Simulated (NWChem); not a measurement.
**Two attempts at SiF2 (SMILES F[Si]F)**

Aim: the vertical excitations of SiF2 at TDA-B97/cc-pVDZ.

Program for the calculation: NWChem 7.3.0.

1 further run of the same task is left out (set aside as unsound or not needed).

### Step 1. The molecule

The species is SiF2 (3 atoms), meant as a singlet with charge 0. SMILES: `F[Si]F`. The shape is that of a PBE0-D4/def2-TZVP optimisation.

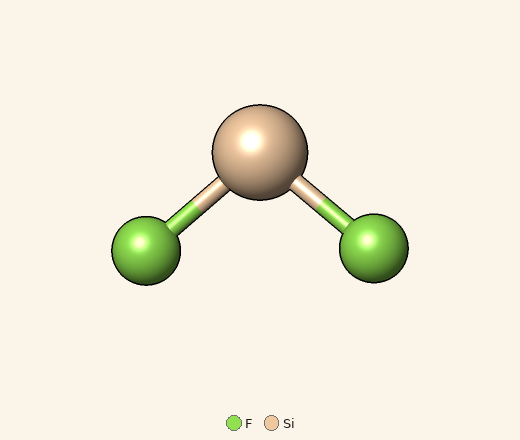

Viewed from a chosen angle; fluorine green, silicon light orange.

### Step 2. Try one

Contents of job.nw:

```
start job
title "F2Si"
memory total 2200 mb

geometry noautoz
  F        0.166300       1.246800       0.229400
  Si      -0.594900      -0.046400      -0.330100
  F        0.428600      -1.200400       0.100700
end

basis spherical
  F library 6-21G**+
  Si library 6-21G**+
end

dft
  xc becke97
  mult 1
  grid medium
  direct
  maxiter 75
  print low
end

tddft
  cis
  nroots 5
  notriplet
end

task tddft energy
```

Run with:

```
$ nwchem job.nw > job.out
```

What it wrote:

```text
Northwest Computational Chemistry Package (NWChem) 7.3.0
             --------------------------------------------------------

           Job information
           ---------------

    nwchem branch   = 7.3.0
    use scalapack   = T
    input           = job.nw
    prefix          = job.
    data base       = ./job.db
    status          = startup
    nproc           =        1

           Memory information
           ------------------

    heap     =     72089594 doubles =      550.0 Mbytes
    stack    =     72089599 doubles =      550.0 Mbytes
    global   =    144179200 doubles =     1100.0 Mbytes (distinct from heap & stack)
    total    =    288358393 doubles =     2200.0 Mbytes
    verify   = yes
    hardfail = no

           Directory information
           ---------------------

  0 permanent = .
  0 scratch   = .

                                NWChem Input Module
                                -------------------

                                       F2Si
                                       ----

 Scaling coordinates for geometry "geometry" by  1.889725989
 (inverse scale =  0.529177249)

 C2V symmetry detected

                             Geometry "geometry" -> ""
                             -------------------------

 Output coordinates in angstroms (scale by  1.889725989 to convert to a.u.)

  No.       Tag          Charge          X              Y              Z
 ---- ---------------- ---------- -------------- -------------- --------------
    1 F                    9.0000    -1.23228982     0.00000000     0.44751486
    2 Si                  14.0000     0.00000000     0.00000000    -0.57537624
    3 F                    9.0000     1.23228982     0.00000000     0.44751486

      Atomic Mass
      -----------

      F                 18.998400
      Si                27.976930

 Effective nuclear repulsion energy (a.u.)     100.6584208964

            Nuclear Dipole moment (a.u.)
            ----------------------------
        X                 Y               Z
 ---------------- ---------------- ----------------
     0.0000000000     0.0000000000    -0.0000000000

      Symmetry information
      --------------------

 Group name             C2v
 Group number             16
 Group order               4
 No. of unique centers     2

      Symmetry unique atoms

     1    2

            XYZ format geometry
            -------------------
     3
 geometry
 F                    -1.23228982     0.00000000     0.44751486
 Si                    0.00000000     0.00000000    -0.57537624
 F                     1.23228982     0.00000000     0.44751486

 ==============================================================================
                                internuclear distances
 ------------------------------------------------------------------------------
       center one      |      center two      | atomic units |  angstroms
 ------------------------------------------------------------------------------
    2 Si               |   1 F                |     3.02642  |     1.60151
    3 F                |   2 Si               |     3.02642  |     1.60151
 ------------------------------------------------------------------------------
                         number of included internuclear distances:          2
 ==============================================================================

 ==============================================================================
                                 internuclear angles
 ------------------------------------------------------------------------------
        center 1       |       center 2       |       center 3       |  degrees
 ------------------------------------------------------------------------------
    1 F                |   2 Si               |   3 F                |   100.61
 ------------------------------------------------------------------------------
                            number of included internuclear angles:          1
 ==============================================================================

 Attempting to read a basis set from a  non-existing file:
 <dir>
 ------------------------------------------------------------------------
 bas_tag_lib: failed opening basis file                   0
 ------------------------------------------------------------------------
 input error at line   12: at end of line looking for character string
   F library 6-21G**+
 ------------------------------------------------------------------------
  current input line :
    12:   F library 6-21G**+
 ------------------------------------------------------------------------
 ------------------------------------------------------------------------
 There is an error in the specified basis set
 ------------------------------------------------------------------------

0:bas_tag_lib: failed opening basis file:Received an Error in Communication
  Errorcode: -1
```

Wall time 0.57 s (1 thread of AMD EPYC 7B13 (Zen 3), shared host); peak memory 0.071 GiB.

### Step 3. Reading the log

The run ended with an error.

The log says `There is an error in the specified basis set`. What is wrong: the input names a basis that the program doesn't know. To mend it: basis set cc-pVDZ in place of 6-21G**+.

### Step 4. The mended input

Contents of job.nw:

```
start job
title "F2Si"
memory stack 880 mb heap 220 mb global 1100 mb

geometry noautoz
  F     0.166300    1.246800    0.229400
  Si   -0.594900   -0.046400   -0.330100
  F     0.428600   -1.200400    0.100700
end

basis spherical
  F library cc-pVDZ
  Si library cc-pVDZ
end

dft
  xc becke97
  mult 1
  grid medium
  direct
end

tddft
  cis
  nroots 5
  notriplet
end

task tddft energy
```

Run with:

```
$ nwchem job.nw > job.out
```

What it wrote:

```text
[...]
 Group name             C2v
[...]
          Wavefunction type:  closed shell.
          No. of atoms     :     3
          No. of electrons :    32
[...]
          Charge           :     0
          Spin multiplicity:     1
[...]
          AO basis - number of functions:    46
[...]
              XC Information
              --------------
                    Becke 1997 Method XC Potential
                     Hartree-Fock (Exact) Exchange  0.194
                    Becke 1997 Exchange Functional  1.000
                  Becke 1997 Correlation Potential  1.000
[...]
 d= 0,ls=0.0,diis     1   -489.0692019677 -5.90D+02  2.55D-02  6.93D-01     1.2
[...]
 d= 0,ls=0.0,diis     6   -489.1492522396 -2.44D-08  1.19D-06  3.01D-09     4.3
         Total DFT energy =     -489.149252239602
      One electron energy =     -880.312575116648
           Coulomb energy =      332.310610924955
    Exchange-Corr. energy =      -41.805708944301
 Nuclear repulsion energy =      100.658420896391
[...]
  Root   1 singlet b2             0.211156021 a.u.                5.7459 eV
[...]
     Dipole Oscillator Strength                    0.2370654643
[...]
     Total Oscillator Strength                     0.2370683548
[...]
  Root   2 singlet a2             0.280553136 a.u.                7.6342 eV
[...]
  Root   3 singlet b1             0.301716164 a.u.                8.2101 eV
[...]
  Root   4 singlet a1             0.327834793 a.u.                8.9208 eV
[...]
     Dipole Oscillator Strength                    0.2373754764
[...]
     Total Oscillator Strength                     0.2373769309
[...]
  Root   5 singlet b2             0.333044713 a.u.                9.0626 eV
[...]
     Dipole Oscillator Strength                    0.0259922692
[...]
     Total Oscillator Strength                     0.0259925169
[...]
```

It took 34 s on 1 thread of AMD EPYC 7B13 (Zen 3), shared host; peak memory 0.11 GiB.

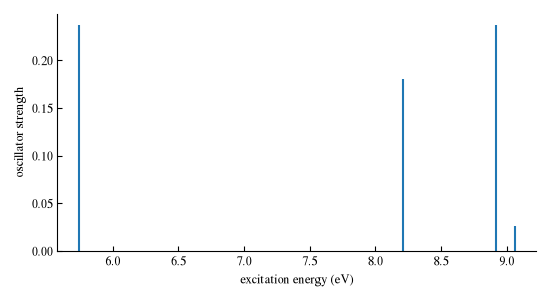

Vertical excitations as sticks.

The roots found:

| excited state | energy (eV) | strength | label |
| --- | --- | --- | --- |
| 1 | 5.746 | 0.2371 | singlet b2 |
| 2 | 7.634 | 0.0000 | singlet a2 |
| 3 | 8.210 | 0.1806 | singlet b1 |
| 4 | 8.921 | 0.2374 | singlet a1 |
| 5 | 9.063 | 0.0260 | singlet b2 |

### Step 5. Outcome

Level: TDA-B97/cc-pVDZ.

```
                                               quantity          value
                      ground-state or mean-field energy  -489.14925 Eh
dipole moment (of the density that the program reports)         1.05 D
                   HOMO energy (B97 Kohn–Sham orbitals)       -7.86 eV
                   LUMO energy (B97 Kohn–Sham orbitals)       -2.12 eV
                 HOMO–LUMO gap (B97 Kohn–Sham orbitals)        5.74 eV
                       lowest singlet excitation energy        5.75 eV
```

In words: The brightest of the 5 transitions from the ground state lies at 8.92 eV (139 nm, f = 0.237); the lowest, at 5.75 eV, has f = 0.237. Roots above 7.9 eV lie over the negative of the HOMO energy, where those of Rydberg kind are poorly described; valence roots are less touched.
